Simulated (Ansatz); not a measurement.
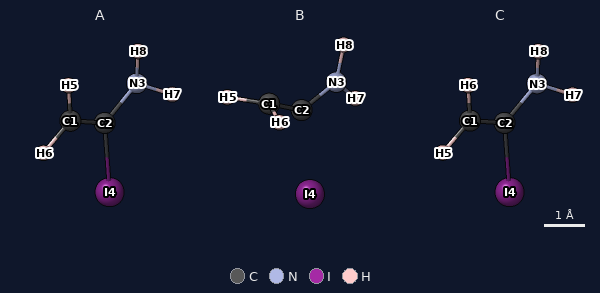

3 geometries from a converged minimum-energy path of C$_{2}$H$_{4}$IN, shuffled. A ball-and-stick model, seen from a free direction.

All numbers below come from RKS PBE0-D4/def2-SVP (Ansatz 0.2.0). Set-up: 5 movable images; climbing image; force threshold 0.05 eV/Å; iteration limit 39; starting path by image-dependent pair potential.

Question: Which of them lies highest in energy?

Answer: B. In order along the path, whose images run from 0 to 6: C (image 0, 0.0 kJ/mol), B (image 3, +144.2 kJ/mol), A (image 6, 0.0 kJ/mol). The motion is a rotation about the C1–C2 bond by about 180°. No bond forms or breaks between the ends. Bond angles that change up to the highest image, for instance: C1–C2–N3 127.7° → 136.7°, H7–N3–H8 113.3° → 121.4°.

The run took 4.1 min on 1 thread of Arm Neoverse V2 (shared host), peak memory 0.2 GiB.
